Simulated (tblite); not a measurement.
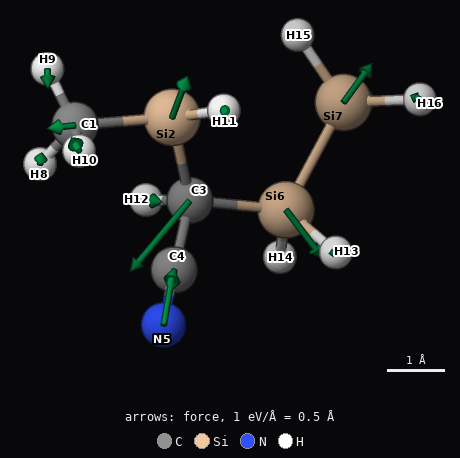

Starting geometry of C₃H₁₀NSi₃ (multiplicity 2) with the computed forces as green arrows. A ball-and-stick model, seen at a tilt.

These are results of tblite, GFN2-xTB geometry optimisation, gas phase, not measurements. 

Q: What follows when this structure is relaxed?

A: It isn't relaxed: the largest force vector, on a C atom, is 3.30 eV/Å. The final displacements have little in common with the starting forces (cosine between the two patterns 0.13). The atom that moves furthest after the best rigid fit is an H atom (1.23 Å). By element the largest moves are H 1.23 Å, Si 0.51 Å, N 0.44 Å, C 0.24 Å. Some distances before and after: Si–Si 2.204 → 2.308 Å, C–Si 1.831 → 1.926 Å, C–C 1.471 → 1.417 Å, C–Si 1.859 → 1.900 Å. Bond angles that change, for instance: C–Si–Si 115.7° → 108.4°, C–Si–H 105.4° → 112.6°, Si–Si–H 108.0° → 114.3°. Groups turn about C–Si by about 35°, C–Si by about 30°. After 176 geometry steps the energy has fallen by 13.3 kcal/mol. Cost: 1.3 s on 1 thread of Arm Neoverse V2 (shared host).
